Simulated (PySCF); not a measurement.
C3H3F2Ga, SMILES `C#C[CH2][Ga]([F])[F]`.

Level of theory: PBE/def2-SVP (PySCF), at a geometry from GFN2-xTB. No frequency check shows the geometry to be a minimum. GFN2-xTB bond lengths at metals and heavier atoms can be off by up to 0.1 Å and shapes distorted, which carries into these values.

The calculation's input:

```python
import numpy as np
from pyscf import gto, scf, dft
from pyscf.scf import atom_ks, atom_hf
from scipy.linalg import block_diag

def solve(mol, dm0=None, hcore=None):
    mf = (dft.UKS if mol.spin else dft.RKS)(mol, xc='pbe')
    mf.grids.level = 3
    mf = mf.density_fit(auxbasis='def2-universal-jkfit')
    mf.conv_tol, mf.max_cycle = 1e-8, 80
    if hcore is not None:
        mf.get_hcore = lambda *args: hcore
    mf.kernel(dm0)
    if not mf.converged:
        mf = mf.newton().run(mf.mo_coeff, mf.mo_occ, max_cycle=30)
    assert mf.converged, 'SCF not converged'
    return mf

mol = gto.M(atom='''
C      3.24793    -0.39609     0.00046
C      2.27435     0.30576     0.00012
C      1.11312     1.13556    -0.00048
Ga    -0.62613    -0.00716    -0.00021
F     -2.19427     0.80605     0.00075
F     -0.76329    -1.76040    -0.00007
H      4.11910    -0.98165     0.00106
H      1.04853     1.76031    -0.89430
H      1.04818     1.76112     0.89311
''', basis='def2-svp', charge=0, spin=0, verbose=4)
mf = solve(mol)
mf.analyze()
# spherically averaged free atoms, for the promolecule
atm = atom_ks.get_atm_nrks(mol, xc='pbe')
pro = block_diag(*[(atm[a[0]][2] * atm[a[0]][3]) @ atm[a[0]][2].T for a in mol._atom])
np.savez('result.npz', e=mf.e_tot, c=mf.mo_coeff, occ=mf.mo_occ, eps=mf.mo_energy, pro=pro, dip=mf.dip_moment(verbose=0), s2=mf.spin_square()[0])
```

Run with:

```sh
OMP_NUM_THREADS=1 python input.py
```

The run took 22 s on 1 thread of Intel(R) Xeon(R) Platinum 8488C (Sapphire Rapids) (shared host), peak memory 0.46 GiB.

Partitions, critical points and surface values were worked out afterwards from this run's density.

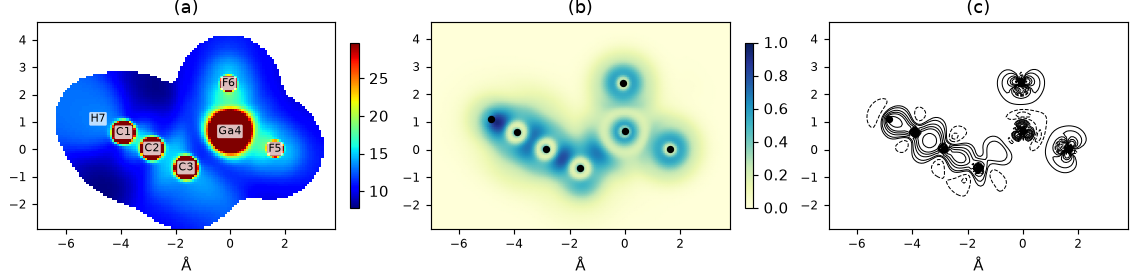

Three fields in the plane of C1, C2, C3, Ga4, F5, F6 and H7. (c): solid lines positive, dashed lines negative.

The panels show, in some order, the deformation density, localised orbital locator (LOL) and average local ionisation energy. Which is which?

(a) is the average local ionisation energy: it is high near the heavier nuclei and lowest where loosely bound electrons reach out. (b) is the localised orbital locator (LOL): it runs from 0 to 1, peaks where electrons are localised, as in bonds, and fades smoothly outside. (c) is the deformation density: it has both signs, with gains where valence electrons gather and losses around them.
